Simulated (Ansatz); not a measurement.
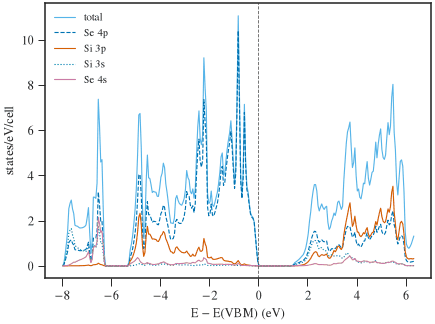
Figure: Total and projected density of states of SiSe2 in space group Ibam (No. 72; Se on 8j, Si on 4a), LDA (plane waves, PAW; program Ansatz)

Q: Which orbitals carry the states next to the gap?

A: Top 1 eV of the valence band: Se 4p 95 %. Bottom 1 eV of the conduction band: Se 4p 44 %, Si 3s 33 %, Si 3p 14 %, outside the projected shells 6 %. Projections are on Löwdin-orthogonalised atomic valence shells; empty p or d shells of many metals are not among them.

Q: Where is the tallest occupied peak in this window, and what makes it?

A: Near -0.8 eV, about 11 states/eV per cell; the largest projected share is Se 4p.

Symmetry was held in the LDA relaxation. A crystal of weakly bound chains computed without a dispersion correction: the cell and the soft elastic constants depend strongly on that. Scalar-relativistic: spin–orbit coupling is off unless named, which matters more the heavier the elements.

Potentials: the later of the program's two PAW sets.
